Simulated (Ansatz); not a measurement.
# CHGaO2 (SMILES C1=[O+][Ga-2]=[O+]1): what the fields show

```xyz
5

C     0.5408   -0.3372   -0.9563
Ga   -1.4143    1.1707   -0.5944
O     0.7497    0.8657   -0.5996
O    -0.6316   -0.7970   -1.1343
H     1.4204   -1.0154   -1.1192
```

Geometry: PBE-D3(BJ)/def2-SVP.

These are results of Ansatz 0.2.0, isolated molecule in a Gaussian basis; Kohn-Sham density functional theory, functional PBE0, not measurements.

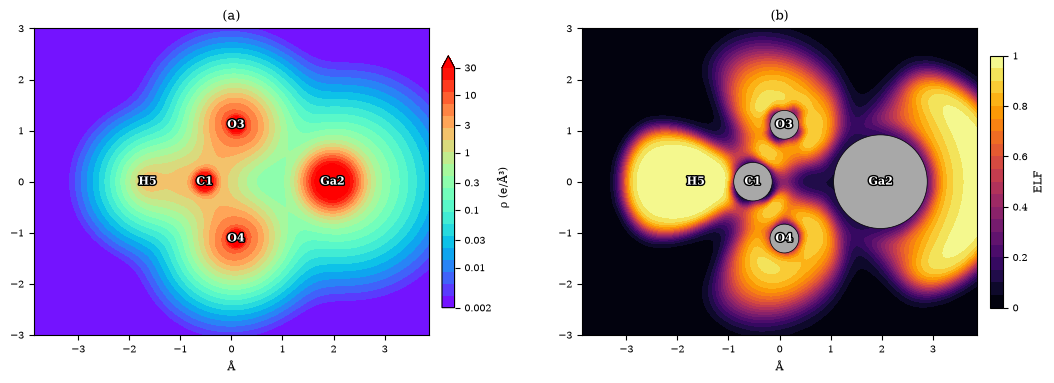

Figure 1. (a) electron density; (b) electron localisation function on the molecular plane. Grey discs cover the atomic cores in the ELF map.

Q: What does the map show?

A: The section cuts through C, Ga, O and H sites. C–O (1.27 Å): the density is about 2.9 e/Å³ at the midpoint; the ELF peaks at about 0.85 between the atoms, as expected for a short, strongly polar bond. Ga–O (2.19 Å): ρ at the midpoint is about 0.41 e/Å³; the ELF peaks at about 0.90 in the valence shell of O, 0.6 Å from its nucleus, and is about 0.25 at the midpoint. C–H (1.12 Å): the density is about 2 e/Å³ at the midpoint; the ELF climbs to about 1 towards the hydrogen, as it does in any bond to H: an ordinary covalent bond to hydrogen. The ELF also peaks beside O4 and O3, away from the bonds: lone-pair regions.

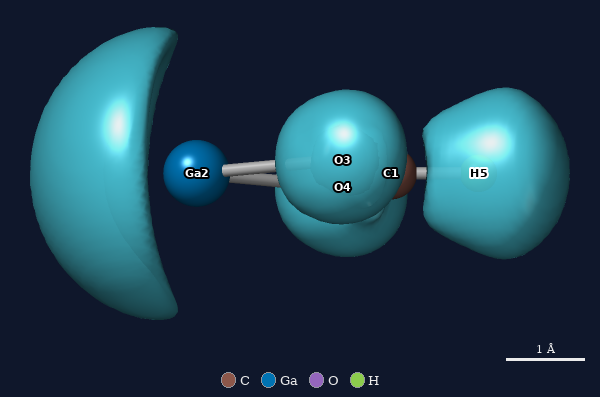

Figure 2. Isosurface of the ELF at 0.75 (cyan), seen from one side. Core shells and regions of very low density are left out.

Q: Where are the electrons localised?

A: The surface consists of one region around a hydrogen nucleus, two regions on O in which the atom's valence shell and bonds are merged and one lobe on Ga, pointing away from the bonds (lone pairs).

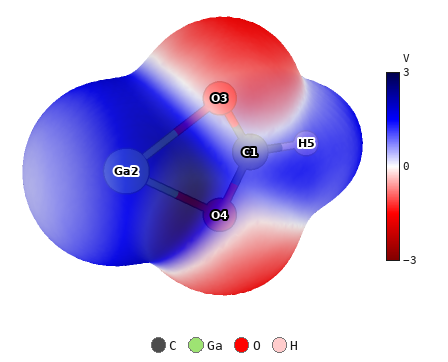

Figure 3. The electrostatic potential painted on the density surface at 0.004 e/bohr³, seen at a tilt; red is negative and blue positive.

Q: Where is the surface potential most negative and most positive?

A: The most negative region (about −1.5 V) lies over O3 and O4, the most positive (about +2.9 V) over Ga2.

Q: What dipole moment does the calculation give?

A: Its dipole moment is 0.58 D.
